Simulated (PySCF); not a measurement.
System: C8H9N.

Input file:

```
{"job": {"kind": "nmr", "xc": "PBE0", "basis": "pcSseg-1", "pop": false}, "charge": 0, "multiplicity": 1}
C     -4.039400    -0.395400     1.186800
C     -2.992500     0.195200     0.656600
C     -1.719300    -0.425800     0.669200
C     -0.624600     0.206900     0.234200
C      0.607400    -0.489900     0.004000
C      1.689300     0.143300    -0.497700
C      3.041100    -0.592700    -0.572800
C      3.993900    -0.001900     0.338000
N      4.697800     0.501300     1.080500
H     -5.018500     0.026300     1.357500
H     -4.060800    -1.345200     1.686100
H     -3.110000     1.174700     0.269700
H     -1.668100    -1.457900     1.034000
H     -0.677000     1.274900     0.030800
H      0.612700    -1.544500     0.307300
H      1.742100     1.163300    -0.803800
H      3.567600    -0.512000    -1.525800
H      2.856500    -1.637000    -0.431100
```

Launched as:

```sh
OMP_NUM_THREADS=1 python probes_run.py task.json out
```

Geometry: GFN2-xTB, MD frame at 250 fs, 200 K.

Method: PBE0/pcSseg-1, SCF density, gas phase, non-relativistic (PySCF).

> What will maps of the electron density and electron localisation function show?

C–C (1.31 Å): ρ is about 2.4 e/Å³ halfway; the ELF peaks at about 0.95 between the atoms: a short, multiple covalent bond.
C–H (1.08 Å): ρ is about 2 e/Å³ halfway; the ELF climbs to about 1 towards the hydrogen, as it does in any bond to H (an ordinary covalent bond to hydrogen).
C–C (1.42 Å): ρ is about 2 e/Å³ halfway; the ELF peaks at about 0.95 between the atoms; a covalent bond.

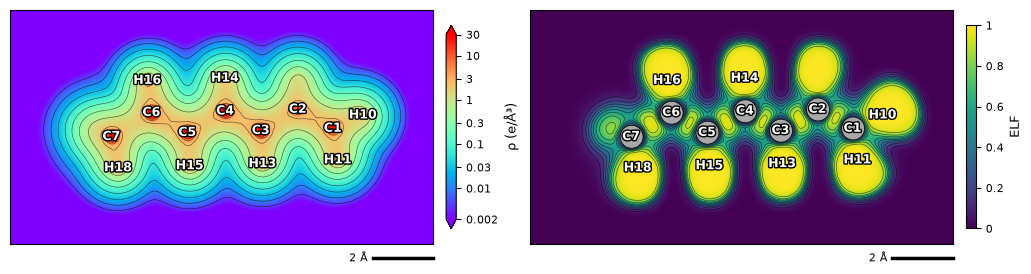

Computed electron density and electron localisation function on the plane of atoms C6, C5 and H15, in this order. Grey discs cover the atomic cores in the ELF map. 
